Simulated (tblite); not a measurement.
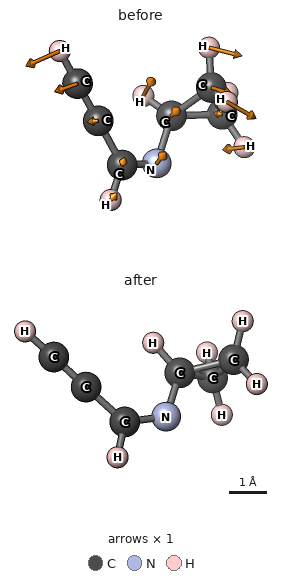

The structure of C6H7N before (top) and after (bottom) a relaxation, at one scale. The orange arrows give the displacements, at their true length.

Style: ball-and-stick. Shown at a tilt.

Method: GFN2-xTB geometry optimisation, gas phase in tblite 0.8.0. 

Summarise the run.

Answer. The atom that moves furthest after the best rigid fit is an H atom (1.22 Å). Largest moves by element: H 1.22 Å, C 0.80 Å, N 0.67 Å. Near-neighbour distances that change, for instance: C–N 1.474 → 1.397 Å, C–N 1.302 → 1.266 Å, C–C 1.490 → 1.510 Å, C–C 1.216 → 1.202 Å. Bond angles that change, for instance: C–C–N 119.4° → 127.7°, N–C–H 121.3° → 116.8°, C–C–H 119.3° → 115.5°. Groups turn about C–N by about 60°. Over 95 geometry steps the energy falls by 0.342 eV.
